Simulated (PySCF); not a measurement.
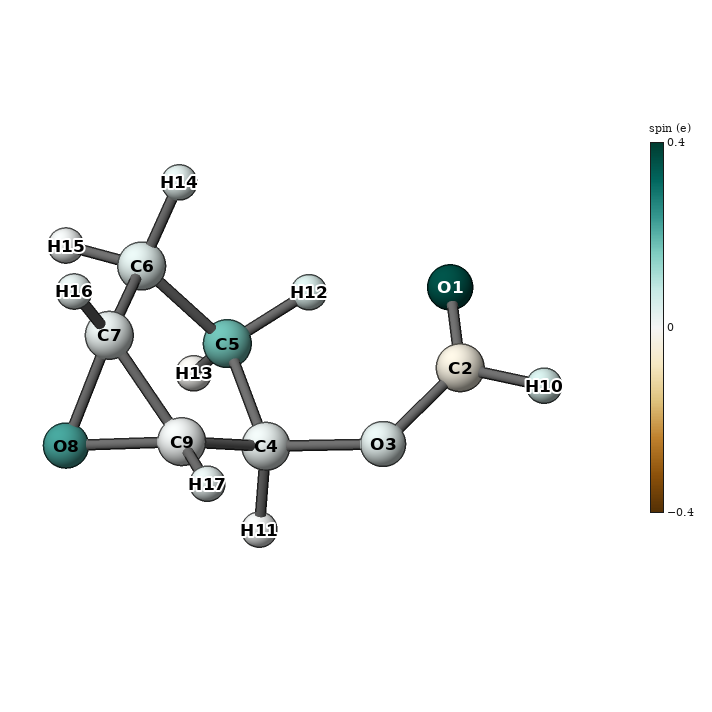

Atoms are coloured by their Mulliken spin populations. State: charge +1, doublet. The geometry was computed by an optimisation with GFN2-xTB. No frequency run is at hand to confirm it as a minimum. Method: UKS B3LYP, pcH-1 on C H O, non-relativistic (PySCF 2.14.0).

**Which atom carries the largest spin population?**

O1 (0.35 e).

**Which atom has the lowest spin population?**

C2 (−0.03 e); a negative value comes from spin polarisation.

Give the Mulliken spin populations atom by atom.

| atom | value (e) |
| --- | --- |
| O1 | 0.35 |
| C2 | −0.03 |
| O3 | 0.03 |
| C4 | 0.02 |
| C5 | 0.18 |
| C6 | 0.03 |
| C7 | 0.02 |
| O8 | 0.22 |
| C9 | 0.01 |
| H10 | 0.05 |
| H11 | 0.01 |
| H12 | 0.05 |
| H13 | −0.01 |
| H14 | 0.03 |
| H15 | 0.01 |
| H16 | 0.02 |
| H17 | 0.02 |

Mulliken values depend strongly on the basis set.
